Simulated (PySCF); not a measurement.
# C5H13NSi: what the fields show

Input file:

```
{"job": {"kind": "nmr", "xc": "PBE0", "basis": "pcSseg-1"}, "charge": 0, "multiplicity": 1}
C     -2.752541     0.316024    -0.052251
C     -1.578129    -0.653126    -0.125109
C     -0.352070    -0.131524     0.611217
C      0.841597    -1.111853     0.620748
Si     2.036799     0.307177     0.204086
N      2.912696     0.063751    -1.263164
C      0.322586     1.094275    -0.043576
H     -2.479446     1.278720    -0.478215
H     -3.052376     0.473020     0.982218
H     -3.606903    -0.073489    -0.602104
H     -1.874108    -1.612090     0.309792
H     -1.315954    -0.829904    -1.171487
H     -0.632798     0.111941     1.639385
H      0.748756    -1.852479    -0.170837
H      0.960673    -1.646395     1.559449
H      2.800622     0.832519     1.346638
H      3.270303     0.878589    -1.736251
H      3.612055    -0.661870    -1.274548
H      0.034456     1.191556    -1.088382
H      0.098634     2.035836     0.451180
```

Launched as:

```sh
OMP_NUM_THREADS=1 python probes_run.py task.json out
```

Geometry: GFN2-xTB.

Theory: PBE0/pcSseg-1, SCF density, gas phase, non-relativistic in PySCF 2.14.0.

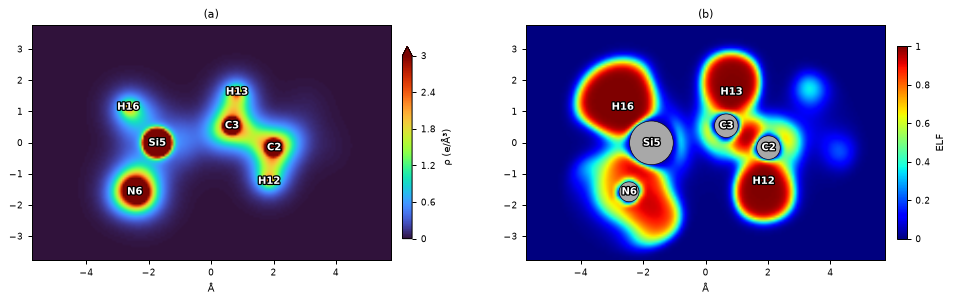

Figure 1. (a) electron density; (b) ELF on the plane of atoms C2, C3 and H13. Grey discs cover the atomic cores in the ELF map.

Q: Interpret the plot.

A:
- The plane passes through C, Si, N and H nuclei.
- C–C (1.52 Å): ρ is about 1.7 e/Å³ halfway; the ELF peaks at about 0.95 between the atoms, as expected for a shared electron pair.
- Si–N (1.73 Å): ρ at the midpoint is about 1.1 e/Å³; the ELF peaks at about 0.90 between the atoms (a shared but strongly polarised pair).
- C–H (1.09 Å): the density is about 2 e/Å³ at the midpoint; the ELF climbs to about 1 towards the hydrogen, as it does in any bond to H; an ordinary covalent bond to hydrogen.
- Si–H (1.47 Å): ρ is about 0.8 e/Å³ halfway; the ELF climbs to about 1 towards the hydrogen.
- The ELF also peaks beside N6, away from the bonds: lone-pair regions.

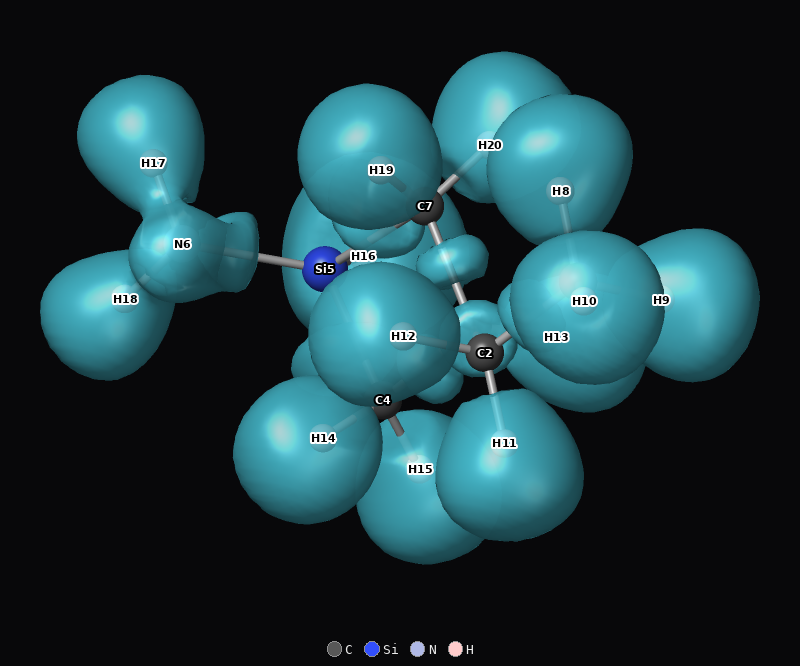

Figure 2. Isosurface of the ELF at 0.8 (cyan), seen at an oblique angle. Core shells and regions of very low density are left out.

Q: Identify the bonds, lone pairs and shells in this picture.

A: The ELF exceeds this value in four regions between bonded C–C atoms (shared pairs), two regions between bonded C–Si atoms (shared pairs), eleven regions around hydrogen nuclei and one joined region spread over several atoms (H, N), in which their bonds and any lone pairs are merged.

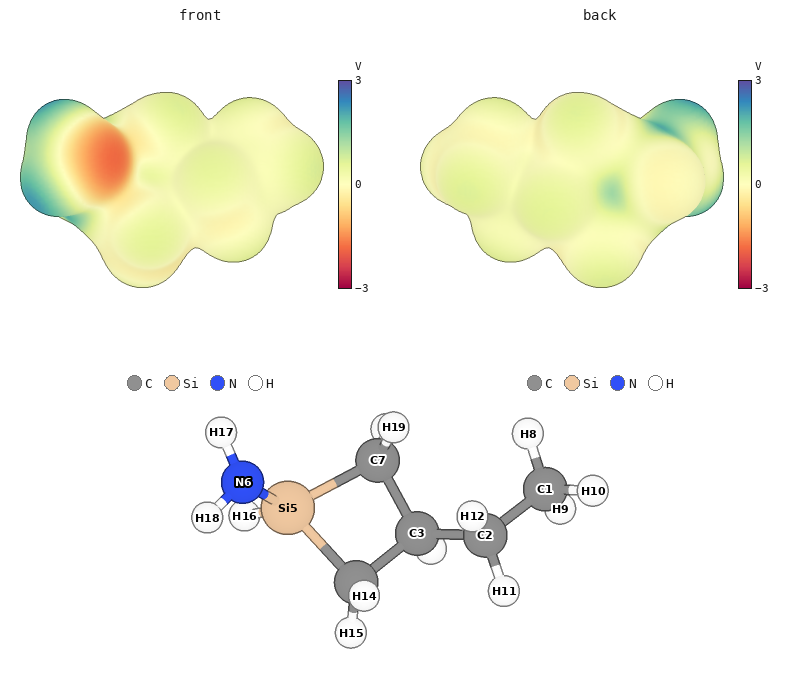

Figure 3. The molecular electrostatic potential painted on the density surface at 0.004 e/bohr³, seen from the front and from behind; the colour scale runs from red (negative) to blue (positive). The bare structure is drawn below in the same view.

Q: Where is the surface potential most negative and most positive?

A: The most negative region (about −1.8 V) lies over N6, the most positive (about +2.1 V) over H17 and H18. N6 is the likeliest acceptor of a hydrogen bond.

Q: How polar is the molecule by this calculation?

A: Its dipole moment is 1.33 D.
